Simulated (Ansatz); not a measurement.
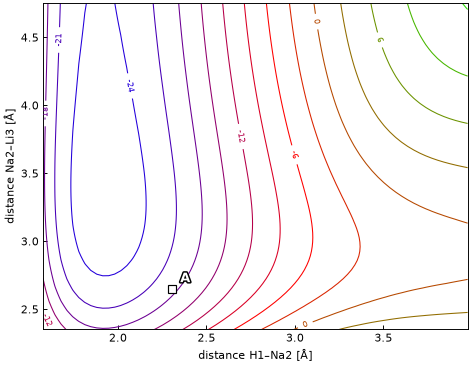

The system H + NaLi, spin multiplicity 2. First axis: distance H1–Na2. Second axis: distance Na2–Li3. Nothing is relaxed (the angle H1–Na2–Li3 is fixed at 100 degrees). The scan uses an 11 × 11 grid. All energies are given in kcal/mol relative to H far from the relaxed NaLi (each part in its own basis). In part of the range the unrestricted reference is strongly spin-contaminated. Theory: UHF-CCSD(T), frozen core/def2-TZVPD in Ansatz.

The picture shows contour lines labelled in kcal/mol, the point A. Between grid points the surface is interpolated.

Q: Which way does the force act at A, and how strong is it?

A: A, at distance H1–Na2 = 2.305 Å, distance Na2–Li3 = 2.648 Å, is not a stationary point. The computed force is 19 kcal/mol for each Å towards smaller values of distance H1–Na2 and 12 kcal/mol for each Å towards larger values of distance Na2–Li3.
